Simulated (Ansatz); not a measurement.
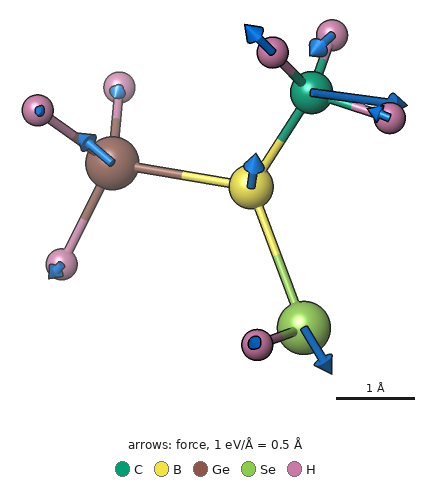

Starting geometry of CH$_{7}$BGeSe (coarse preliminary run) with the computed forces as blue arrows. A ball-and-stick model, seen at a tilt.

The start comes from a force field.

Theory: RKS PBE-D4/def2-SVP (Ansatz 0.2.0).

Input
```yaml
crystal:
  periodic: [false, false, false]
  atoms:
    - {symbol: C, position_ang: [-0.105600, 1.281700, -0.860400]}
    - {symbol: B, position_ang: [-0.423100, -0.093400, -0.210800]}
    - {symbol: Ge, position_ang: [0.568500, -0.633400, 1.429600]}
    - {symbol: Se, position_ang: [-1.687000, -1.344900, -1.019700]}
    - {symbol: H, position_ang: [0.913400, 1.392800, -1.190300]}
    - {symbol: H, position_ang: [-0.386300, 2.141900, -0.140200]}
    - {symbol: H, position_ang: [-0.769800, 1.455300, -1.763900]}
    - {symbol: H, position_ang: [0.197600, -2.038500, 1.871200]}
    - {symbol: H, position_ang: [0.310400, 0.390600, 2.624800]}
    - {symbol: H, position_ang: [2.121500, -0.634000, 1.154200]}
    - {symbol: H, position_ang: [-0.674200, -1.974900, -1.873900]}
basis:
  gaussian: {orbitals: def2-SVP}
hamiltonian: {xc: pbe, dispersion: d4}
relax: {f_tol: 0.03, max_steps: 200}
```

Run as
```bash
ansatz run in.yaml --threads 4 --pin off --events-out ev --progress --plain --max-ram 10444MiB
```

What follows when this structure is relaxed?

Answer. It isn't relaxed: the largest force vector, on C1, is 2.84 eV/Å. The final displacements have little in common with the starting forces (cosine between the two patterns −0.03). Over 13 geometry steps the energy falls by 25.7 kcal/mol. Largest force component: 2.6 eV/Å at the start, 0.016 eV/Å at the end. The atom that moves furthest after the best rigid fit is H11 (1.37 Å). By element the largest moves are H 1.37 Å, Se 0.64 Å, B 0.25 Å, Ge 0.17 Å, C 0.15 Å. Among the contacts that change: B2–Ge3 1.991 → 2.079 Å, C1–H6 1.156 → 1.113 Å, Ge3–H9 1.595 → 1.557 Å, C1–H5 1.077 → 1.113 Å. Bond angles that change, for instance: H5–C1–H6 110.1° → 104.8°, B2–C1–H7 110.4° → 115.5°, Ge3–B2–Se4 119.3° → 114.3°. Groups turn about B2–Se4 by about 90°. Cost: 24 s on 4 threads of Arm Neoverse V1, with other jobs on the host.
